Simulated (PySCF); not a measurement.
# Al₃H₁₂P₃ ((H2Al-mu-PH2)3): what the fields show

```xyz
18

Al    2.2187   -0.1656   -1.1686
H     3.5319    0.7064   -0.9470
H     2.0761   -1.3238   -2.2517
P     0.3224    1.3279   -1.4834
Al   -2.0227    0.6839   -1.3979
H    -2.8998    1.9798   -1.1041
H    -2.2777   -0.3231   -2.6038
P    -1.9385   -0.5735    0.6924
Al   -0.2068   -0.1116    2.3349
H     0.0264    1.4658    2.2884
H    -0.4402   -0.9451    3.6692
P     1.5880   -1.0767    1.0094
H     0.5028    2.4563   -0.6429
H     0.5170    1.9600   -2.7396
H    -3.2039   -0.4652    1.3242
H    -1.9482   -1.9660    0.4205
H     2.7564   -1.1456    1.8106
H     1.3418   -2.4669    0.8669
```

Geometry: PBE0-D3(BJ)/def2-SVP.

All numbers below come from PBE0/pcSseg-1 Al:pcSseg-2, SCF density, gas phase, non-relativistic (PySCF).

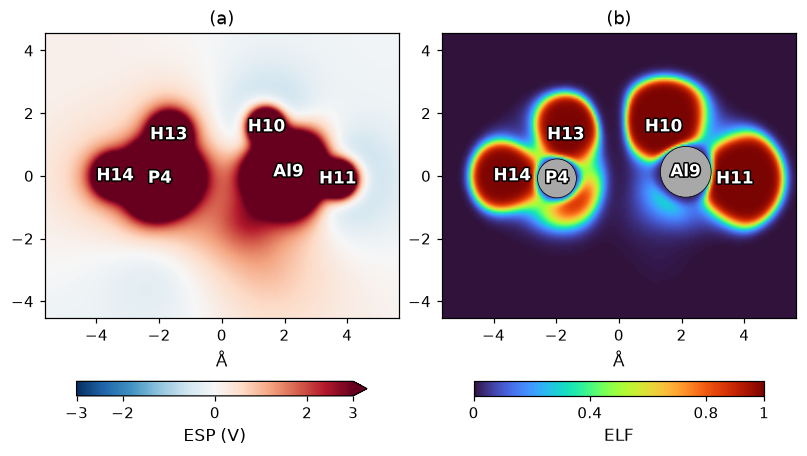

Figure 1. (a) molecular electrostatic potential; (b) electron localisation function on the plane of atoms H13, P4 and H14. Grey discs cover the atomic cores in the ELF map.

What do the fields say about this system?

The plane passes through P, Al and H nuclei. P–H (1.42 Å): the ELF climbs to about 1 towards the hydrogen, as it does in any bond to H. Al–H (1.59 Å): the ELF climbs to about 1 towards the hydrogen. Outside the dense part of the molecule the potential is most negative (−0.6 V) near H10.

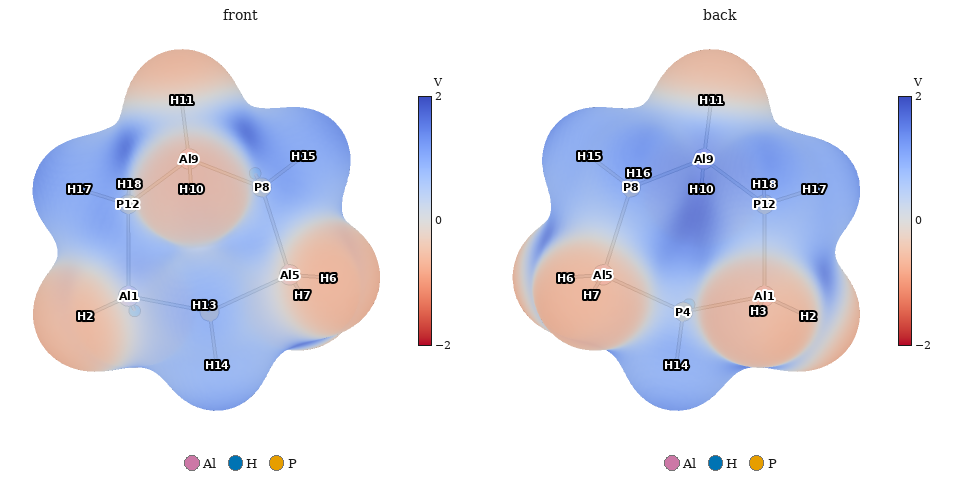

Figure 2. The electrostatic potential painted on the density surface at 0.002 e/bohr³, seen from the front and from behind; red is negative and blue positive.

Where is the surface potential most negative and most positive?

The most negative region (about −0.6 V) lies over H2, H3, H6 and H7, the most positive (about +1.5 V) over Al1, P8, Al9 and P12.

How polar is the molecule by this calculation?

Its dipole moment is 1.21 D.
